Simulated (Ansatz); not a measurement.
# FH4N3W (SMILES [NH]=[W](=[NH])([NH2])[F]): what the fields show

```yaml
atoms:
  - { symbol: N, position_ang: [-0.7975, 1.5591, 0.1938] }
  - { symbol: W, position_ang: [0.1177, 0.2177, -0.4554] }
  - { symbol: N, position_ang: [1.7499, 0.1225, 0.1655] }
  - { symbol: N, position_ang: [-0.7876, -1.3992, 0.1276] }
  - { symbol: F, position_ang: [0.1776, 0.3609, -2.3314] }
  - { symbol: H, position_ang: [-0.9659, 2.3842, 0.7467] }
  - { symbol: H, position_ang: [2.5521, 0.4004, 0.7077] }
  - { symbol: H, position_ang: [-0.2975, -2.2320, 0.4147] }
  - { symbol: H, position_ang: [-1.7488, -1.4136, 0.4309] }
```

Geometry: PBE0-D4/def2-TZVP; core potentials replace the inner electrons of W.

These are results of RKS PBE0-D4/def2-TZVPP (Ansatz), not measurements.

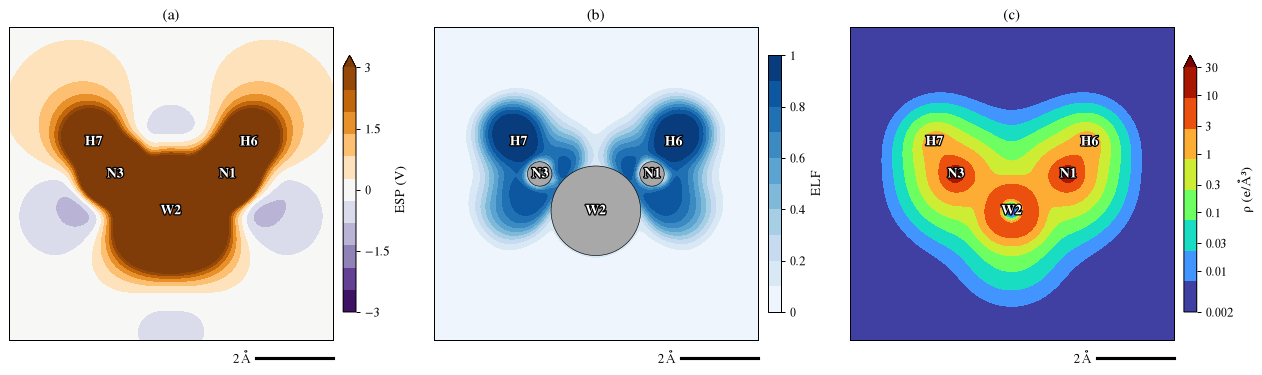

Figure 1. (a) electrostatic potential; (b) electron localisation function; (c) electron density on the plane of atoms N1, W2 and N3. Grey discs cover the atomic cores in the ELF map.

> Read the bonding off the picture.

- The plane passes through N, W and H nuclei.
- W–N (1.75 Å): the density is about 1.6 e/Å³ at the midpoint; the ELF peaks at about 0.75 in the valence shell of N, 0.5 Å from its nucleus, and drops to about 0.35 between the two atoms.
- N–H (1.01 Å): ρ at the midpoint is about 2.9 e/Å³; the ELF climbs to about 1 towards the hydrogen, as it does in any bond to H; an ordinary covalent bond to hydrogen.
- Outside the dense part of the molecule the potential is most negative (−1.1 V) near N1 and N3.

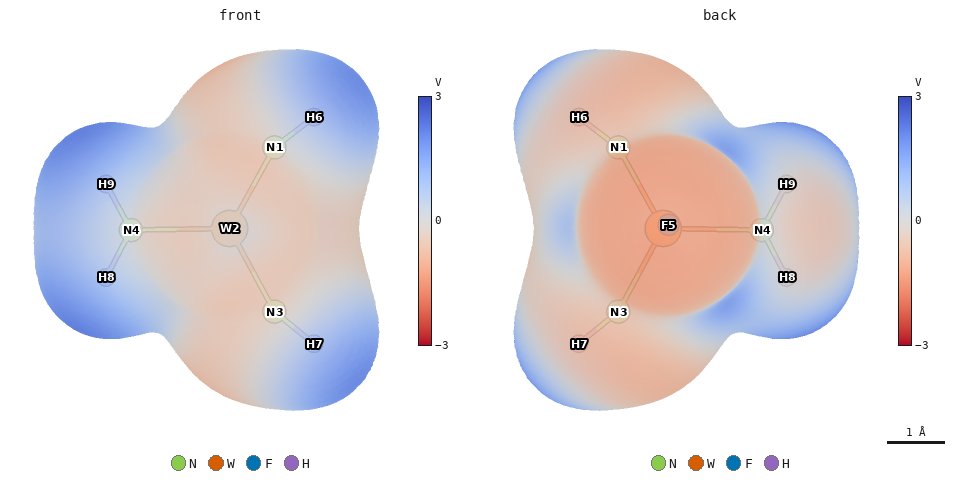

Figure 2. The electrostatic potential painted on the density surface at 0.002 e/bohr³, seen from the front and from behind; the colour scale runs from red (negative) to blue (positive).

> Which sites attract a positive test charge, and which a negative one?

A positive charge is drawn to the negative regions and a negative charge to the positive ones. The most negative region (about −1.3 V) lies over F5, the most positive (about +2.1 V) over H8 and H9.

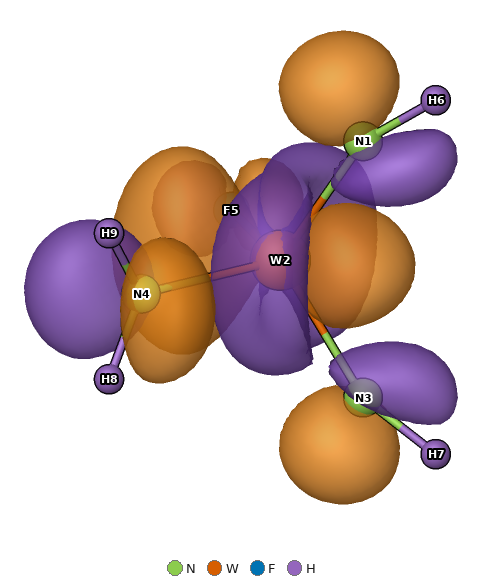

Figure 3. One frontier orbital at ±0.1 Å⁻³ᐟ² (orange and purple are the two phases), seen at a tilt.

> Which orbital is it: HOMO or LUMO?

The LUMO, at −0.70 eV. It lies mainly on W2 (about 60 %), N4 (about 10 %), N1 (about 10 %), N3 (about 10 %) and F5 (about 5 %).

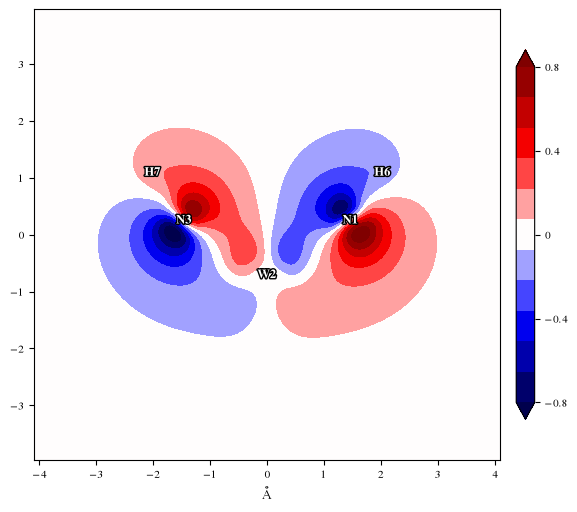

Figure 4. The HOMO−1 on the plane of atoms N1, W2 and N3 (values in Å⁻³ᐟ²; the overall sign is arbitrary).

> Describe this orbital and give its energy.

It lies mainly on N1 (about 35 %), N3 (about 35 %) and W2 (about 15 %); largely a combination of lone pairs on N1 and N3. Its energy is −7.83 eV.
